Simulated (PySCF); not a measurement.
**IrSe₂⁺: structure of the quintet**

Where does quintet IrSe₂⁺ go from a side-on start, is the end point a minimum, and what are its modes, charges and moments?

Computed with PySCF 2.14.0. Level: PBE0, basis Ir def2-SVP with ECP60, Se def2-SVP, scalar-relativistic core potentials, no spin–orbit coupling, density fitting.

### Step 1. The starting structure

3 atoms, charge 1, spin multiplicity 5.

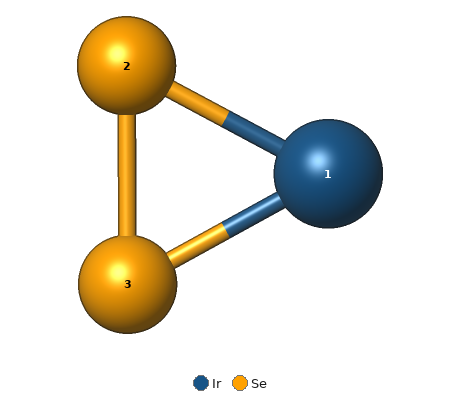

As it starts; iridium blue, selenium orange; atoms are numbered from 1 in the order of the file.

Coordinates in bohr (charge 1 multiplicity 5):
```
Ir    0.0000    0.0000    0.0000
Se    2.2110    0.0000    4.0708
Se   -2.2110    0.0000    4.0708
```

### Step 2. Finding the electronic state

One driver script runs all steps and calls PySCF; scf.py shows how it sets up the SCF of each step. The optimiser is the driver's own. After this first run the driver tries any further starts and a stability analysis.

Input file scf.py:

```python
from pyscf import gto, scf, dft
mol = gto.M(atom='''
Ir     0.000000     0.000000     0.000000
Se     1.170000     0.000000     2.154200
Se    -1.170000     0.000000     2.154200''',
    basis={'Ir': 'def2-SVP', 'Se': 'def2-SVP'},
    ecp={'Ir': 'def2-SVP'},
    charge=1, spin=4)
mf = dft.UKS(mol, xc='PBE0')
mf.grids.atom_grid = (50, 194)
aux = {'Ir': 'def2-universal-JKFIT', 'Se': 'def2-universal-JKFIT'}
mf = mf.density_fit(auxbasis=aux)
mf.conv_tol = 1e-08
mf.diis_space = 10
mf.max_cycle = 60
mf.init_guess = 'minao'
mf.verbose = 4
mf.kernel()
```

Run with:

```console
OMP_NUM_THREADS=2 python axn.py task.json out
```

After this run come: Side-on start, quintet: relaxation; Is it a minimum? Harmonic modes.

Q: Predict the outcome of this session. Wanted: minimum; geometry; wavenumbers; dipole moment; highest occupied, lowest empty level; polar-tensor charge of Ir1; zero-point energy; ⟨S²⟩.

The runs gave:

| quantity | value |
| --- | --- |
| minimum | quintet, C2v |
| geometry | Ir–Se 2.243 Å (×2); Se–Ir–Se 90.3° |
| wavenumbers (cm⁻¹) | 103 (a1), 298 (b2), 335 (a1) |
| dipole moment (centre of mass) | 0.21 D |
| highest occupied, lowest empty level (either spin) | -12.55, -10.17 eV |
| polar-tensor charge of Ir1 | +0.37 e |
| zero-point energy | 4.4 kJ/mol |
| entropy at 298.15 K | 337.6 J/(mol K) |
| ⟨S²⟩ | 6.017 |

What this shows: The molecule stays C2v, as typed, and the end point is a minimum. In the infrared the band at 298 cm⁻¹ (b2, stretch) leads. The first SCF alone would have been 42 kJ/mol too high. Other starts or spin states, not run here, may lie lower. One determinant may miss the lowest occupation of an open d or f shell. With an element this heavy the missing spin–orbit coupling can shift these numbers.
